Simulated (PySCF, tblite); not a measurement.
# C7H12B radical: geometry, infrared bands and EPR parameters

Aim: predict the infrared bands and EPR parameters of C7H12B radical (`BC#C[C@H](C)[C@@H]([CH2])C`).

The runs use tblite 0.8.0 and PySCF 2.14.0, with density-fitted response routines of our own; the level of theory stands in each step. All values are computed, except where a source is named. Atoms count from 0, in the outputs and in this text.

## 1. Starting geometry

20 atoms, charge 0, multiplicity 2; geometry from: force field or distance geometry start.

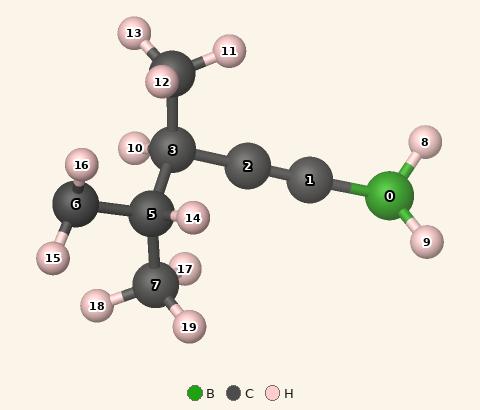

The starting geometry (boron green, carbon dark grey, hydrogen pink), atoms numbered; sticks join atoms by distance.

## 2. Optimising the geometry with GFN2-xTB

The job: settings as JSON, then the geometry in Å.

```
{"job": {"kind": "relax", "xc": "GFN2-xTB", "basis": "xTB"}, "charge": 0, "multiplicity": 2}
B      3.032400     0.724600     2.215200
C      1.876800     0.183000     1.326900
C      0.995800    -0.274800     0.640600
C     -0.079700    -0.793000    -0.231500
C      0.494000    -1.367000    -1.518400
C     -1.053300     0.332300    -0.462500
C     -2.207300    -0.064700    -1.340600
C     -1.518600     0.795000     0.922800
H      4.084500     0.160800     2.119100
H      3.156000     1.917000     2.301400
H     -0.568100    -1.602000     0.373200
H      1.591200    -1.243500    -1.445900
H      0.165800    -0.763400    -2.385800
H      0.308600    -2.444400    -1.627700
H     -0.522100     1.171600    -0.974500
H     -3.065300     0.631600    -1.217600
H     -1.855600    -0.052500    -2.386600
H     -0.837200     0.325300     1.654000
H     -2.589100     0.472700     1.077900
H     -1.413900     1.902100     0.957200
```

Run with:

```console
$ OMP_NUM_THREADS=1 python probes_run.py task.json out
```

The driver reads the jobs from task.json and runs them one after another.

**Question.** This job is followed by: GFN2-xTB harmonic vibrations, gas phase; UKS B3LYP, pcH-1 on B C H, non-relativistic, mean-field spin-orbit, GIAO. What will the session give for the following? strongest single infrared mode (GFN2-xTB); zero-point energy (GFN2-xTB); g(iso) (B3LYP); ⟨S²⟩; largest a(iso) (averaged by class); potential on the surface of density 0.002 e/bohr³, 1st and 99th percentile.

As calculated:

| quantity | value |
| --- | --- |
| strongest single infrared mode (GFN2-xTB) | 2616 cm⁻¹, 200 km/mol |
| zero-point energy (GFN2-xTB) | 102.1 kcal/mol |
| g(iso) (B3LYP) | 2.00258 |
| ⟨S²⟩ | 0.754 (exact 0.75) |
| largest a(iso) (averaged by class) | 13C on C6, 90.4 MHz |
| potential on the surface of density 0.002 e/bohr³, 1st and 99th percentile | -0.65 V and 0.94 V |

What this shows: The optimisation took 174 steps and gained 1.182 eV; among the close pairs (by a distance rule), C3–C5 changed most, from 1.506 to 1.575 Å. No mode is imaginary among the 54: a minimum at this level. The strongest single mode, at 2616 cm⁻¹, moves mainly H9 and H8. Unscaled tight-binding wavenumbers are off by several per cent, some by more. Its intensities can rank the bands wrongly. Most of the unpaired spin sits on C6 (1.07 e). The isotropic g lies 0.3 ppt above the free-electron value. These values are for one conformer; the search (at its own cheap level) found 2 more, at 0.89, 0.90 kcal/mol, and measured spectra average over such forms.
